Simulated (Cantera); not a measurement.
Feed: 1 mol CH3Cl, 0.27 mol HCl, held at 0.133 bar.

These are equilibrium values from Cantera (NASA tables, ideal gas, pure condensed phases), not measurements of a reactor. Candidate condensed phases: C, C6H6, C7H8, C8H18; 91 gas species. The tables' values for CCl are old estimates; treat these amounts as uncertain. Rates play no part.

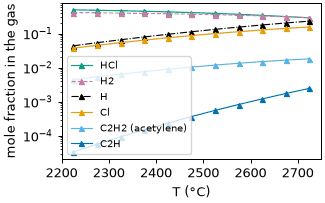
Figure: Equilibrium gas composition (values under 1e-9 drawn at 1e-9)

Q: Read off the mole fractions at 2475 °C.

A: HCl about 0.42, H2 about 0.37, H about 0.11, Cl about 0.088, C2H2 (acetylene) about 0.010, C2H about 0.00037.
